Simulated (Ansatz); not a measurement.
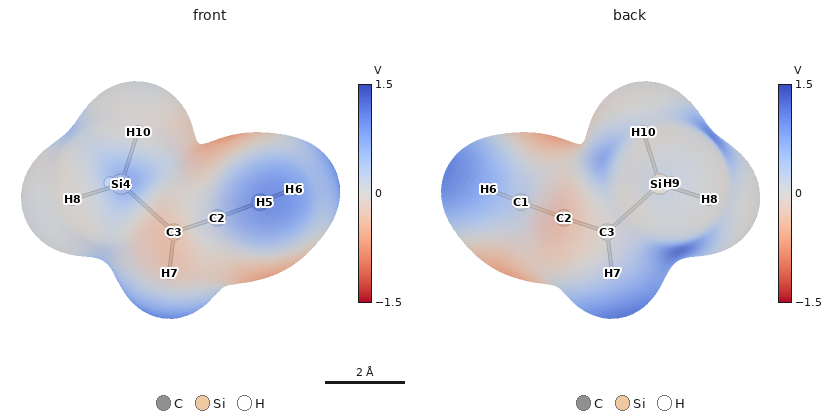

C3H6Si (SMILES C=C=C[SiH3]). The electrostatic potential painted on the density surface at 0.002 e/bohr³, seen from the front and from behind; the colour scale runs from red (negative) to blue (positive).

Geometry: PBE0-D4/def2-TZVP.

Computed with RKS PBE0-D4/def2-TZVPP (Ansatz 0.2.0).

```tsv
atom	x (Å)	y (Å)	z (Å)
C	-1.3058	1.5640	-0.7946
C	-0.4415	0.5943	-0.7380
C	0.4191	-0.3767	-0.6409
Si	0.8766	-1.1061	1.0088
H	-0.9886	2.5997	-0.7405
H	-2.3659	1.3627	-0.9043
H	0.8749	-0.7635	-1.5514
H	2.3353	-0.9495	1.2566
H	0.5679	-2.5613	1.0322
H	0.1111	-0.4147	2.0749
```

Q: Where is the surface potential most negative and most positive?

A: The most negative region (about −0.6 V) lies over the π face of C1 and C2, the most positive (about +1.1 V) over Si4, H5 and H7.
